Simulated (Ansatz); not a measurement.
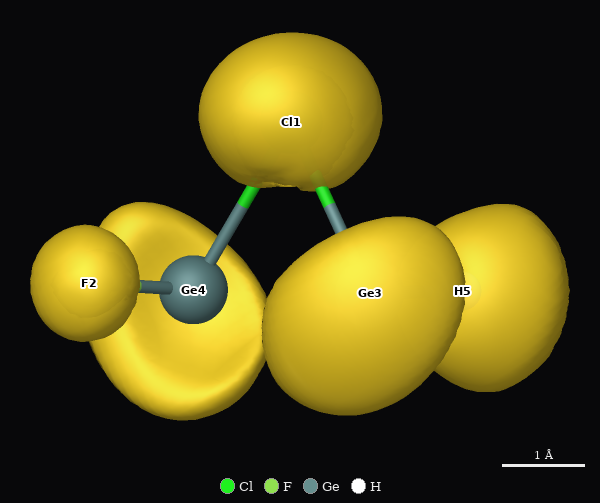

ClFGe2H (doublet). Isosurface of the ELF at 0.8 (yellow), seen across its widest extent. Core shells and regions of very low density are left out.

Geometry: B3LYP-D3(BJ)/def2-SVP.

All numbers below come from isolated molecule in a Gaussian basis; Kohn-Sham density functional theory, functional PBE0 (Ansatz 0.2.0).

```xyz
5

Cl   -1.2860    1.2815    0.3542
F    -1.3429   -0.9879   -1.9430
Ge    0.7113   -0.1206    0.7336
Ge   -0.2387    0.3651   -1.7161
H     1.6277    1.1733    0.9355
```

What do the ELF domains correspond to?

The surface consists of one region around a hydrogen nucleus, two lobes on Ge, pointing away from the bonds (non-bonding electrons), one region wrapped around Cl (its valence shell) and one region wrapped around F (its valence shell).

Values along the shortest contacts:
Ge–F (1.76 Å): the ELF peaks at about 0.80 in the valence shell of F, 0.5 Å from its nucleus, and is about 0.25 at the midpoint. Ge–Cl (2.47 Å): the ELF peaks at about 0.85 in the valence shell of Cl, 0.8 Å from its nucleus, and is about 0.55 at the midpoint.
